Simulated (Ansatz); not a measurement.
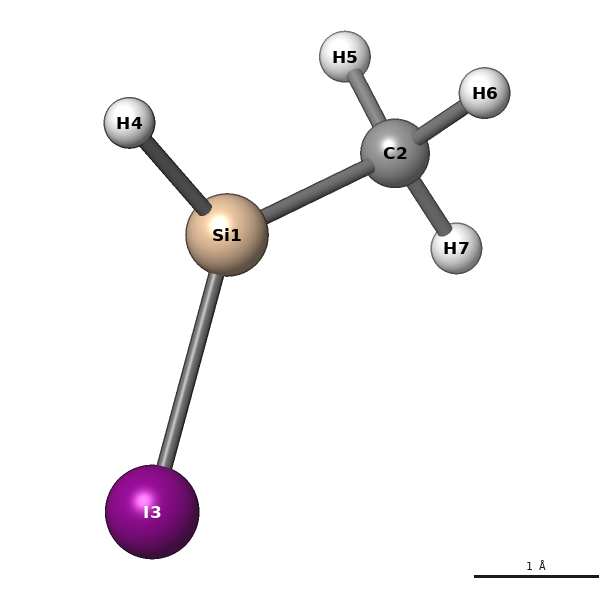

Orthographic view with a scale bar. Charge +1, singlet. The geometry was computed by an optimisation with PBE0-D4/def2-TZVP. No frequency run is at hand to confirm it as a minimum.

Write Cartesian coordinates in Å in the frame of the picture: x to the right, y up, z towards the viewer, origin at the mean of the atomic positions.

```xyz
7
CH4ISi
Si  -0.69  -0.26   0.53
C    0.66   0.40  -0.48
I   -1.30  -2.50   0.58
H   -1.48   0.65   1.39
H    0.26   1.18  -1.14
H    1.39   0.89   0.19
H    1.16  -0.37  -1.07
```
